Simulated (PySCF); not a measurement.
System (SMILES): F[C]Cl (closed-shell singlet).
Geometry (B3LYP-D3(BJ)/def2-TZVP, fixed):
```xyz
3

F     -1.4677    -0.2909     0.0321
C     -0.5979     0.6705    -0.0192
Cl     0.9880    -0.0826    -0.0102
```
Charge 0, spin multiplicity 1.

Basis-set convergence of the isotropic shielding of Cl3 at PBE with PySCF. GIAO, no density fitting; atoms are numbered in the order shown. All functions are spherical. No added dispersion term, no relativity. Reference: the value in pcSseg-3, -46.78 ppm, itself unsure by roughly 6.90 ppm (its mean distance from pcseg-3, pcSseg-2). Deviations are taken from unrounded values. Cost is core time over that of def2-SVPD, rough, on shared machines of one kind; a dash marks a row that isn't timed (too short, read off another run, short of memory, by another algorithm or on other hardware).

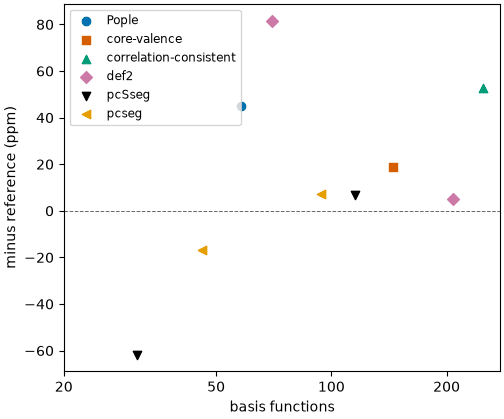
Fig. 1. Deviation from the reference against the number of basis functions, by family of sets.

```json
[
 {"basis": "pcSseg-0", "functions": "31", "isotropic shielding of Cl3 (ppm)": "-108.51", "minus reference (ppm)": "-61.73", "cost": "0.5×"},
 {"basis": "pcseg-1", "functions": "46", "isotropic shielding of Cl3 (ppm)": "-63.63", "minus reference (ppm)": "-16.85", "cost": "0.7×"},
 {"basis": "6-31+G*", "functions": "58", "isotropic shielding of Cl3 (ppm)": "-1.67", "minus reference (ppm)": "45.11", "cost": "-"},
 {"basis": "def2-SVPD", "functions": "70", "isotropic shielding of Cl3 (ppm)": "34.90", "minus reference (ppm)": "81.69", "cost": "1×"},
 {"basis": "pcseg-2", "functions": "94", "isotropic shielding of Cl3 (ppm)": "-39.37", "minus reference (ppm)": "7.41", "cost": "2×"},
 {"basis": "pcSseg-2", "functions": "115", "isotropic shielding of Cl3 (ppm)": "-39.80", "minus reference (ppm)": "6.98", "cost": "3×"},
 {"basis": "cc-pCVTZ", "functions": "145", "isotropic shielding of Cl3 (ppm)": "-28.07", "minus reference (ppm)": "18.72", "cost": "5×"},
 {"basis": "def2-QZVPPD", "functions": "208", "isotropic shielding of Cl3 (ppm)": "-41.71", "minus reference (ppm)": "5.07", "cost": "20×"},
 {"basis": "aug-cc-pV(Q+d)Z", "functions": "249", "isotropic shielding of Cl3 (ppm)": "6.13", "minus reference (ppm)": "52.92", "cost": "40×"}
]
```
